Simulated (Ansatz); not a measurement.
A relaxed structure of MgO. Space group Fm-3m (No. 225), rock salt type. These are PBE (plane waves to 420 eV, PAW, scalar-relativistic; Ansatz, a quantum-chemistry and plane-wave program) values and carry that method's errors.

```cif
data_MgO
_chemical_formula_sum 'O1 Mg1'
_space_group_name_H-M_alt 'P 1'
_space_group_IT_number 1
_cell_length_a 3.00836
_cell_length_b 3.00836
_cell_length_c 3.00836
_cell_angle_alpha 60.000
_cell_angle_beta 60.000
_cell_angle_gamma 60.000
loop_
_space_group_symop_operation_xyz
  'x, y, z'
loop_
_atom_site_label
_atom_site_type_symbol
_atom_site_fract_x
_atom_site_fract_y
_atom_site_fract_z
_atom_site_occupancy
O1 O 0.50000 0.50000 0.50000 1
Mg1 Mg 0.00000 0.00000 0.00000 1
```

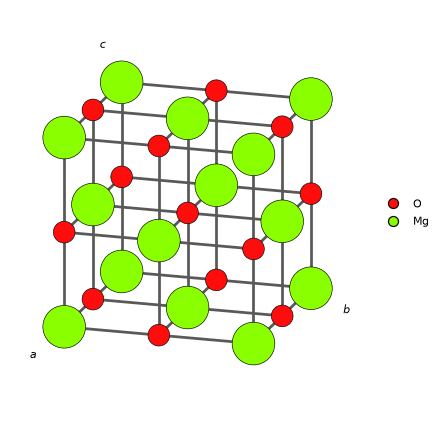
Fig. 1. The conventional cell of the relaxed structure

For MgO, the volume per atom is 9.63 Å³, the density comes out as 3.48 g/cm³ and the band gap is 4.46 eV, direct at Γ (no spin-orbit coupling). The shortest distances is Mg–O 2.13 Å; O–O 3.01 Å; Mg–Mg 3.01 Å and the k-mesh is 13×13×13.

No spin polarisation in the result.

Measured for MgO: a 4.189 Å (static lattice; corrected from measurement; as listed in Daniel Mejia-Rodriguez, S. B. Trickey, Phys. Rev. B (2018)); gap 8.36 eV (static lattice; corrected from measurement; as listed in Wei Chen et al., Physical Review Materials (2018)). Computed minus measured — a: PBE +1.6 %; gap: PBE -3.90 eV. The computed values are for a static lattice, and a measured gap can be an optical one, lowered by exciton binding.

The run could not lose the symmetry of its start; a randomly shaken copy of 4 atoms returns to this structure.
